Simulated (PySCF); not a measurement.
Sn(OMe)3(SMe), SMILES C[O][Sn]([O]C)([O]C)[S]C (C4H12O3SSn), singlet at its GFN2-xTB optimised geometry (Å):

```
21

C     -1.0658    -2.2404     1.9552
O     -1.1068    -0.8685     1.6787
Sn    -0.3082     0.0014     0.0000
O      1.7539     0.0014     0.0000
C      2.5499     0.7943     0.8336
O     -0.7797    -1.2738    -1.5252
C      0.0458    -1.5685    -2.6182
S     -1.3463     2.2030     0.0000
C     -3.0001     1.8598     0.6770
H     -0.0482    -2.5906     2.1453
H     -1.6613    -2.3765     2.8625
H     -1.5090    -2.8348     1.1536
H      3.5832     0.5365     0.5848
H      2.3827     0.5819     1.8927
H      2.4037     1.8623     0.6523
H      0.1240    -0.7254    -3.3084
H      1.0461    -1.8777    -2.3115
H     -0.4388    -2.4038    -3.1317
H     -2.9104     1.3293     1.6174
H     -3.5832     1.2906    -0.0381
H     -3.4501     2.8348     0.8361
```

Level of theory: PySCF with CAM-B3LYP/def2-SVP, def2 effective core potentials past Kr. The core electrons that the potentials of Sn replace are not part of the density. Cells within 0.4 Å of a nucleus heavier than hydrogen are left out (blank, or x).

Map of the HOMO amplitude (bohr^(-3/2)) on the plane z = 0.8 Å; orbital energy -8.45 eV, overall sign arbitrary:

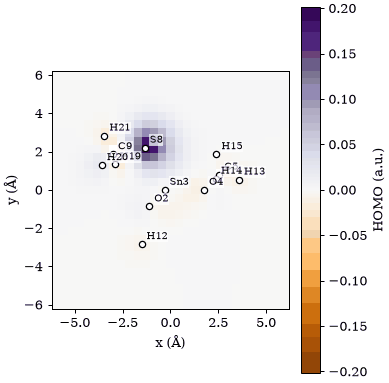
Figure. HOMO amplitude (bohr^(-3/2)) on the plane z = 0.8 Å.
